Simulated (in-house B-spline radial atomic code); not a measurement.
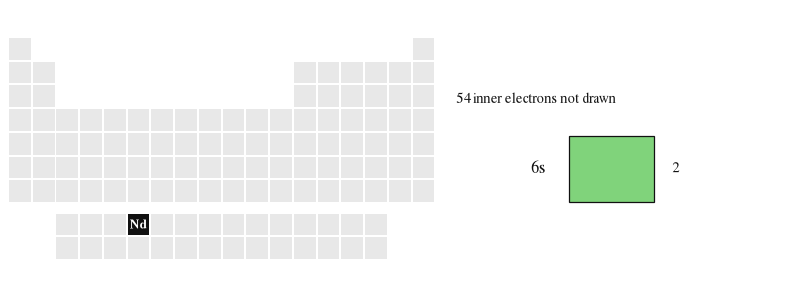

Left, the place of neodymium in the periodic table; right, the outer shells of the closed core: a box for each of the 2l + 1 orbitals, shaded by the share of the shell that is filled, with the electron count at the right.

## Many-body perturbation calculation, with input and output: Nd³⁺

- system: Nd³⁺, core [Xe] 6s2.
- method: frozen-core Dirac-Hartree-Fock, second-order and RPA-screened correlation potential (Brueckner orbitals), static core-polarisation RPA, no-pair Dirac-Coulomb, B-spline basis (in-house B-spline radial atomic code)

The input:
```
basis_form = 2
Z = 60
core_configuration = [Xe] 6s2
rms_radius = 4.9123
mass_number = 142
speed_of_light = 137.035999084
```

The run was one of a batch that the task file lists, launched with:
```bash
python <driver script> task.json out
```

The program writes its results to a structured record and prints no log; tables and figures of this report are taken from that record.

Outcome:

```tsv
quantity	value
outcome	ended with an error
hardware	1 CPU thread, shared host
wall time	19 s
```

What went wrong:

The run ended with an error; the driver noted: error: ValueError('array must not contain infs or NaNs').
